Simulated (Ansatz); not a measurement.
# CH6BSi+ (SMILES B[CH+][SiH3]): one structure at several levels

A test off equilibrium: a structure displaced at random from a GFN2-xTB minimum is computed at several levels, and each is set against CCSD(T).

Method: single points in def2-TZVPP; program: Ansatz 0.2.0, Gaussian basis.

Correlated methods freeze the cores.

## 1. The starting structure

SMILES `B[CH+][SiH3]`, 9 atoms, charge 1, spin multiplicity 1.

Atoms are counted from 1 here; the program's logs count them from 0.

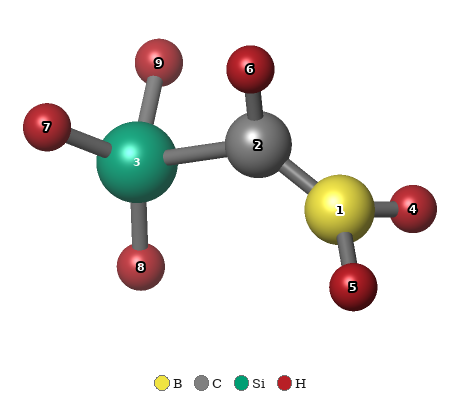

Start geometry, drawn with boron yellow, carbon grey, silicon teal, hydrogen red; atoms are numbered from 1 in the order of the file.

Geometry (Å):

| atom | x (Å) | y (Å) | z (Å) |
| --- | --- | --- | --- |
| B1 | -0.8208 | 0.8387 | -1.0053 |
| C2 | 0.1108 | 0.6753 | -0.1085 |
| Si3 | 0.5470 | -1.0064 | 0.7702 |
| H4 | -1.8852 | 1.0392 | -0.8194 |
| H5 | -0.7565 | 0.7760 | -2.2296 |
| H6 | 0.7248 | 1.4779 | 0.2998 |
| H7 | 2.0201 | -0.9306 | 0.8245 |
| H8 | -0.2014 | -2.1403 | 0.1848 |
| H9 | 0.0888 | -0.6301 | 2.2316 |

## 2. CCSD(T)/def2-TZVPP

run/in.yaml reads:

```yaml
crystal:
  periodic: [false, false, false]
  atoms:
    - {symbol: B, position_ang: [-0.820800, 0.838700, -1.005300]}
    - {symbol: C, position_ang: [0.110800, 0.675300, -0.108500]}
    - {symbol: Si, position_ang: [0.547000, -1.006400, 0.770200]}
    - {symbol: H, position_ang: [-1.885200, 1.039200, -0.819400]}
    - {symbol: H, position_ang: [-0.756500, 0.776000, -2.229600]}
    - {symbol: H, position_ang: [0.724800, 1.477900, 0.299800]}
    - {symbol: H, position_ang: [2.020100, -0.930600, 0.824500]}
    - {symbol: H, position_ang: [-0.201400, -2.140300, 0.184800]}
    - {symbol: H, position_ang: [0.088800, -0.630100, 2.231600]}
basis:
  gaussian: {orbitals: def2-TZVPP}
total_charge: 1
correlation: {method: ccsd_t}
output: {forces: true}
```

No record of the launch command was kept for these runs.

## 3. PBE0-D4/def2-TZVPP

run/in.yaml: that of step 2 with these lines changed.

```diff
@@ -15,3 +15,3 @@
 total_charge: 1
-correlation: {method: ccsd_t}
-output: {forces: true}
+hamiltonian: {xc: pbe0, dispersion: d4}
+output: {forces: true, orbitals: {seedname: orbitals}}
```

## 4. wB97M-V/def2-TZVPP

run/in.yaml: that of step 3 with these lines changed.

```diff
@@ -15,3 +15,3 @@
 total_charge: 1
-hamiltonian: {xc: pbe0, dispersion: d4}
-output: {forces: true, orbitals: {seedname: orbitals}}
+hamiltonian: {xc: {name: wB97M-V}}
+output: {forces: true}
```

## 5. r2SCAN-D4/def2-TZVPP

run/in.yaml: that of step 4 with these lines changed.

```diff
@@ -15,3 +15,3 @@
 total_charge: 1
-hamiltonian: {xc: {name: wB97M-V}}
+hamiltonian: {xc: r2scan, dispersion: d4}
 output: {forces: true}
```

## 6. PBE-D4/def2-TZVPP

run/in.yaml: that of step 5 with these lines changed.

```diff
@@ -15,3 +15,3 @@
 total_charge: 1
-hamiltonian: {xc: r2scan, dispersion: d4}
+hamiltonian: {xc: pbe, dispersion: d4}
 output: {forces: true}
```

## 7. revPBE-D4/def2-TZVPP

run/in.yaml: that of step 6 with these lines changed.

```diff
@@ -15,3 +15,3 @@
 total_charge: 1
-hamiltonian: {xc: pbe, dispersion: d4}
+hamiltonian: {xc: {name: revPBE}, dispersion: d4}
 output: {forces: true}
```

## 8. r2SCAN0-D4/def2-TZVPP

run/in.yaml: that of step 7 with these lines changed.

```diff
@@ -15,3 +15,3 @@
 total_charge: 1
-hamiltonian: {xc: {name: revPBE}, dispersion: d4}
+hamiltonian: {xc: {name: r2SCAN0}, dispersion: d4}
 output: {forces: true}
```

(Steps that only read results are left out.)

**Question.** What will these runs give? Wanted: energy less free atoms, CCSD(T)/def2-TZVPP; RMS force component; RMS force error; HOMO and LUMO, PBE0-D4; T1 diagnostic.

**Answer**, as computed:

```
                                  quantity                                                                                                value
energy less free atoms, CCSD(T)/def2-TZVPP                                                                                       -1947.0 kJ/mol
                       RMS force component                                                                 1.931 to 2.152 eV/Å over the methods
                           RMS force error  PBE0-D4 0.188, wB97M-V 0.129, r2SCAN-D4 0.233, PBE-D4 0.329, revPBE-D4 0.266, r2SCAN0-D4 0.146 eV/Å
                    HOMO and LUMO, PBE0-D4                                                                                  -14.90 and -9.81 eV
                             T1 diagnostic                                                                                                0.026
```

In words: Against CCSD(T) the functionals' energies less atoms differ by -126.9 to -72.1 kJ/mol, PBE-D4 by -126.9 kJ/mol. CCSD(T) in triple zeta still lacks some correlation energy of the bonds, so part of these gaps is its own basis error and they don't rank the functionals. For forces wB97M-V does best and PBE-D4 worst. Frozen-core CCSD(T) forces in triple zeta carry basis errors of their own, and this is one geometry, so small gaps rank nothing. The T1 diagnostic is large here, over the usual mark for main-group molecules (transition-metal compounds often pass it harmlessly), so CCSD(T) itself may be off.
